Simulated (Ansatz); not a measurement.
A computed series for hypothetical diamond Li: response to strain

The reference is Li in the diamond structure (space group Fd-3m, No. 227; a = 5.912 Å; a hypothetical phase, not in the database extracts checked; relaxed with 0.1 eV smearing).

Strains are applied to the cell and any free atomic positions relax.

Computed with DFT with PBE, PAW potentials and a 420 eV plane-wave cutoff in Ansatz (a quantum-chemistry and plane-wave program), spin-orbit coupling left out.

Notes on the quantities. energy relative to the base: free energy F.

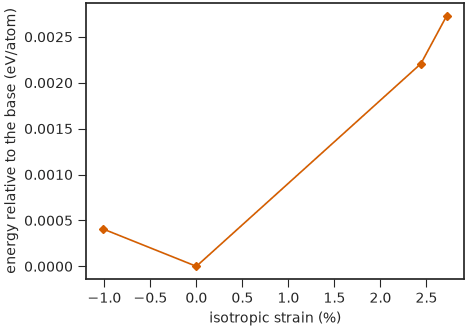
Figure: Energy relative to the base against isotropic strain

Problem. From the plot, what is the energy relative to the base for isotropic strain −1.01 %?

Solution. About 0.0004 eV/atom.

Problem. Is the trend monotonic over the range shown?

Solution. No, it turns within the range, spanning 0 meV/atom to +2.7 meV/atom.

Whether these cells are dynamically stable was not tested.
